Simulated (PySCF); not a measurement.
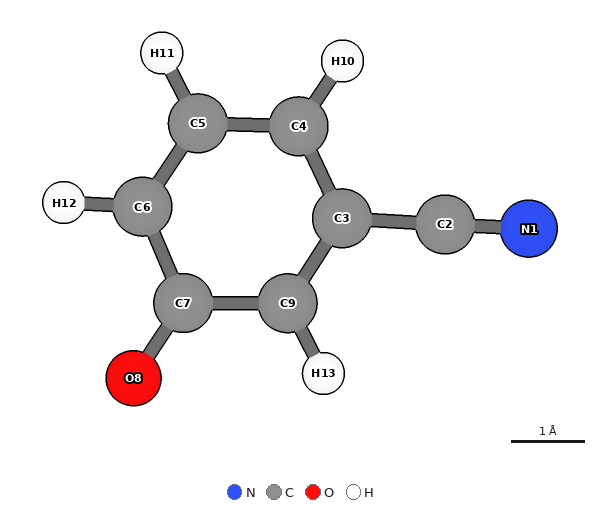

Fig. 1: The structure as given in the input (ball-and-stick view, seen on its broad side; atoms are numbered from 1 in the order of the input).

## C₇H₄NO (charge −1): NMR shielding calculation

C₇H₄NO, charge −1, SMILES N#Cc1cccc([O-])c1, computed with GIAO wB97X-D/pcSseg-1 NMR shielding, non-relativistic, gas phase (PySCF 2.14.0).

The geometry comes from this level: PBE0-D3(BJ)/def2-SVP. Figures and captions count atoms from 1; the log counts them from 0 in places.

The program's output
```
coarse grid: 12232 points
cycle   1  E = -398.6922526841  dE =  1.813e+00  |g| = 1.001e+00  |ddm| = 3.749e+00
cycle   2  E = -398.3690272149  dE =  3.232e-01  |g| = 1.656e+00  |ddm| = 3.931e+00
cycle   3  E = -398.9074026460  dE = -5.384e-01  |g| = 1.218e-01  |ddm| = 2.812e+00
cycle   4  E = -398.9107901347  dE = -3.387e-03  |g| = 5.903e-02  |ddm| = 1.630e-01
cycle   5  E = -398.9116868333  dE = -8.967e-04  |g| = 1.156e-02  |ddm| = 7.823e-02
cycle   6  E = -398.9117236330  dE = -3.680e-05  |g| = 7.224e-03  |ddm| = 2.450e-02
cycle   7  E = -398.9117377549  dE = -1.412e-05  |g| = 2.597e-03  |ddm| = 1.123e-02
cycle   8  E = -398.9117402487  dE = -2.494e-06  |g| = 9.814e-04  |ddm| = 6.989e-03
final grid: 122144 points
cycle   9  E = -398.9751759094  dE = -1.815e-04  |g| = 4.460e-03  |ddm| = 5.746e-02
cycle  10  E = -398.9751763470  dE = -4.376e-07  |g| = 4.819e-03  |ddm| = 8.518e-03
cycle  11  E = -398.9751806965  dE = -4.349e-06  |g| = 1.213e-03  |ddm| = 4.524e-03
cycle  12  E = -398.9751809808  dE = -2.843e-07  |g| = 5.176e-04  |ddm| = 2.023e-03
cycle  13  E = -398.9751810452  dE = -6.439e-08  |g| = 1.306e-04  |ddm| = 5.209e-04
cycle  14  E = -398.9751810490  dE = -3.876e-09  |g| = 5.806e-05  |ddm| = 3.583e-04
cycle  15  E = -398.9751810501  dE = -1.087e-09  |g| = 1.661e-05  |ddm| = 1.112e-04
cycle  16  E = -398.9751810503  dE = -1.523e-10  |g| = 5.512e-06  |ddm| = 7.108e-05
```

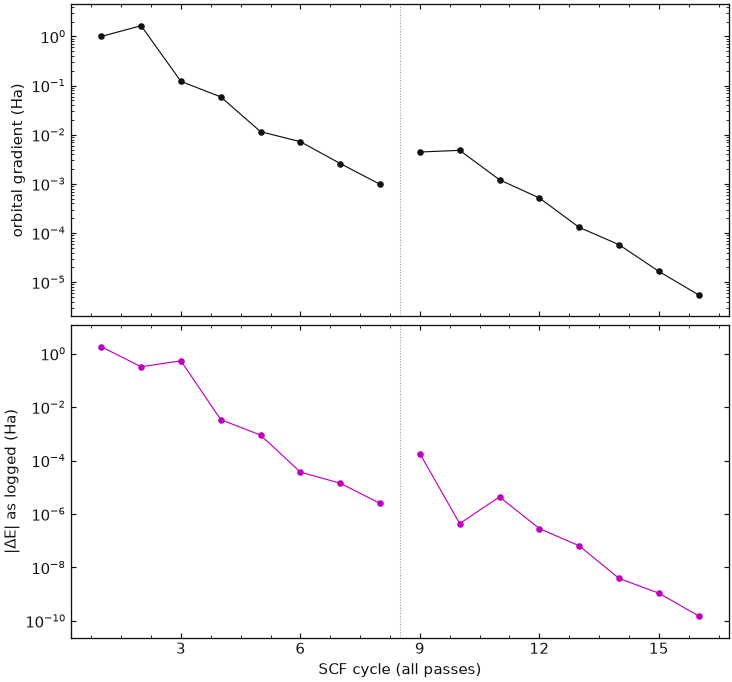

Fig. 2: Convergence of the self-consistent field: orbital gradient and size of the energy change against the SCF cycle. The dotted line marks the change from a coarse to the final integration grid. The first 8 cycles use a coarse grid, the final grid takes over at cycle 9, and the field converges after 16 cycles in all.

```
converged SCF energy = -398.9751810503

GIAO shielding tensors (ppm)
atom      isotropic    diamagn.    paramagn.     s11        s22        s33       span
  0 N      -25.027     343.660    -368.687   -174.371   -143.485    242.775    417.146
  1 C       53.059     258.536    -205.477    -74.661    -57.756    291.593    366.254
  2 C       67.340     259.469    -192.129    -40.645     85.328    157.337    197.983
  3 C       80.024     249.612    -169.588    -11.831     86.369    165.533    177.364
  4 C       50.500     254.131    -203.631    -65.515     53.250    163.766    229.281
  5 C       54.108     253.943    -199.835    -34.178     56.477    140.024    174.202
  6 C        6.130     242.569    -236.439    -63.276    -31.794    113.460    176.736
  7 O      -18.864     403.987    -422.851   -283.267    -98.259    324.934    608.201
  8 C       54.413     250.160    -195.747    -29.802     54.165    138.876    168.678
  9 H       25.957      31.354      -5.397     23.346     25.987     28.538      5.192
 10 H       24.913      30.381      -5.468     22.394     24.964     27.382      4.989
 11 H       25.379      31.044      -5.665     23.618     24.594     27.926      4.308
 12 H       25.248      31.686      -6.438     23.176     23.342     29.225      6.049
```

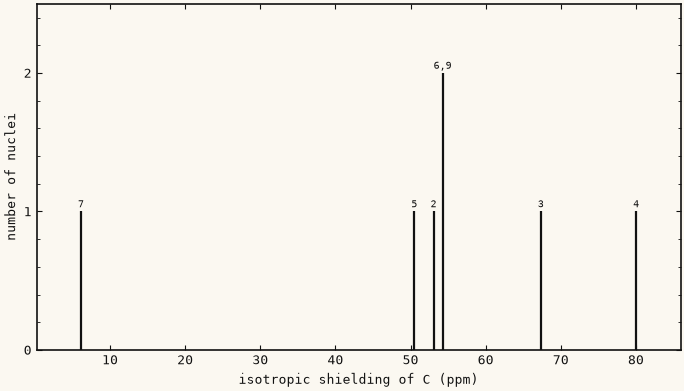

Fig. 3: Isotropic shieldings of the carbon nuclei in this fixed geometry, labelled by atom number; shielding grows to the right, so chemical shift grows to the left. The least shielded is C7 (6.1 ppm), the most shielded C4 (80.0 ppm).

This output came from the following input.

Input file
```
{"job": {"kind": "nmr", "xc": "wB97X-D", "basis": "pcSseg-1", "pop": false}, "charge": -1, "multiplicity": 1}
N      3.739632    -0.504365    -0.307803
C      2.591611    -0.318740    -0.330023
C      1.178282    -0.077016    -0.356800
C      0.717619     1.256259    -0.359674
C     -0.667559     1.451698    -0.385636
C     -1.557105     0.389609    -0.407067
C     -1.139571    -1.000471    -0.404438
O     -1.937417    -1.959814    -0.422737
C      0.300856    -1.162990    -0.378386
H      1.421758     2.089256    -0.342342
H     -1.059104     2.476073    -0.388788
H     -2.637537     0.566931    -0.427067
H      0.688868    -2.184995    -0.375723
```

The first line tells a small driver script what to run in PySCF; the rest is the geometry in Å.

Command:
```bash
OMP_NUM_THREADS=1 python <driver script> task.json out
```

Results in brief

```json
{"quantity": "outcome", "value": "converged"}
{"quantity": "total energy", "value": "−398.975181 hartree"}
{"quantity": "HOMO", "value": "−2.78 eV"}
{"quantity": "LUMO", "value": "4.71 eV"}
{"quantity": "isotropic shielding, N", "value": "−25.0 ppm"}
{"quantity": "isotropic shielding, C", "value": "6.1 to 80.0 ppm"}
{"quantity": "isotropic shielding, O", "value": "−18.9 ppm"}
{"quantity": "isotropic shielding, H", "value": "24.9 to 26.0 ppm"}
{"quantity": "hardware", "value": "1 CPU thread, shared host"}
{"quantity": "wall time", "value": "42 s"}
{"quantity": "peak memory", "value": "0.83 GiB"}
```
